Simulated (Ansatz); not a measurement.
## Electronic structure of Cl₃HHfO···H₂ in real space

```xyz
8

Hf   -0.2179    0.2580   -0.0424
O    -0.4506    0.3026    1.8357
H    -0.5690    0.3035    2.7877
Cl    2.0599    0.5183   -0.5709
Cl   -1.4254    2.0468   -0.9689
Cl   -1.0624   -1.7615   -0.9094
H     1.1163   -2.6655    1.2428
H     1.6089   -2.2701    1.6632
```

Core potentials replace the inner electrons of Hf.

Computed with RKS r2SCAN-D4/def2-SVP in Ansatz.

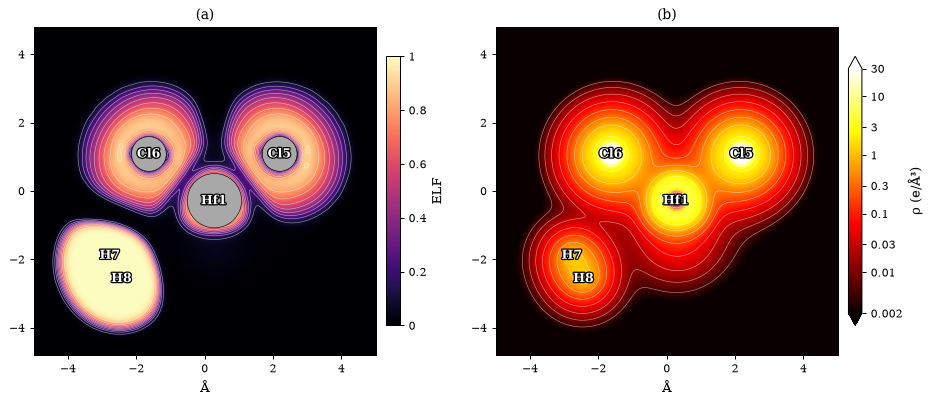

Figure 1. (a) ELF; (b) electron density on the plane of atoms Cl5, Hf1 and Cl6. Grey discs cover the atomic cores in the ELF map.

Interpret the plot.

Answer.
- Atoms in the plane: Hf, Cl and H.
- Hf1···H7 (3.46 Å): the density falls to about 0.02 e/Å³ on the way; the ELF dips to about 0 between them: a weak contact between the two molecules.
- Hf–Cl (2.35 Å): the density is about 0.57 e/Å³ at the midpoint; the ELF peaks at about 0.85 in the valence shell of Cl, 0.8 Å from its nucleus, and is about 0.35 at the midpoint.
- H–H (0.76 Å): ρ is about 1.7 e/Å³ halfway; the ELF peaks at about 1 between the atoms.

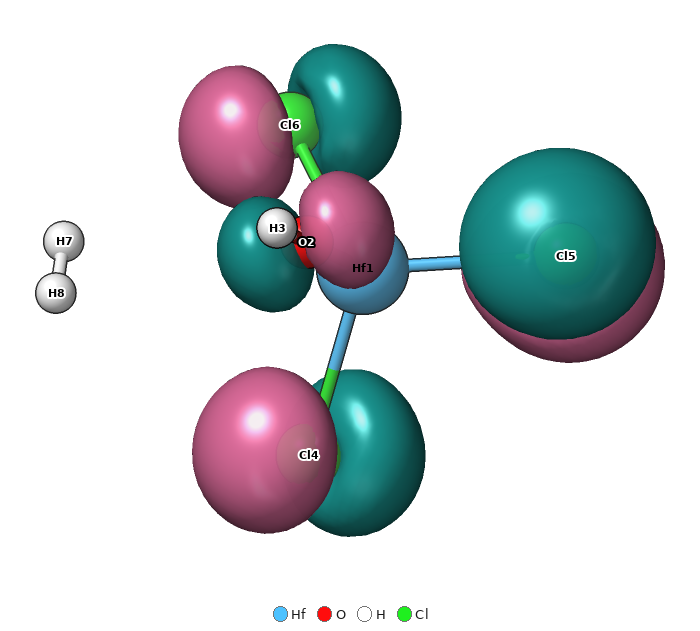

Figure 2. The HOMO−1 at ±0.1 Å⁻³ᐟ² (teal and pink are the two phases), seen from one side.

Where does this orbital lie, and at what energy?

Answer. Its weight (Hirshfeld) is mainly on Cl5 (about 45 %), Cl4 (about 20 %), Cl6 (about 15 %) and O2 (about 10 %); largely a combination of lone pairs on Cl5, Cl4, Cl6 and O2. Its energy is −8.35 eV.

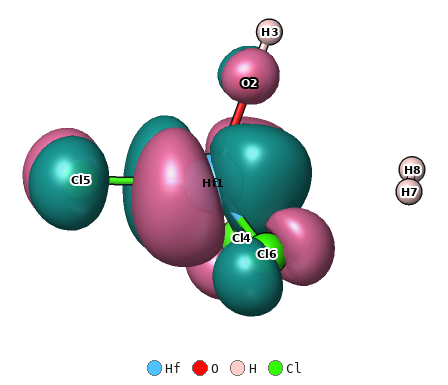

Figure 3. The LUMO at ±0.08 Å⁻³ᐟ² (teal and pink are the two phases), seen at an oblique angle.

Where does this orbital lie, and at what energy?

Answer. By Hirshfeld shares it lies mainly on Hf1 (about 70 %), Cl5 (about 10 %), Cl6 (about 10 %) and Cl4 (about 5 %). Its energy is −2.14 eV.
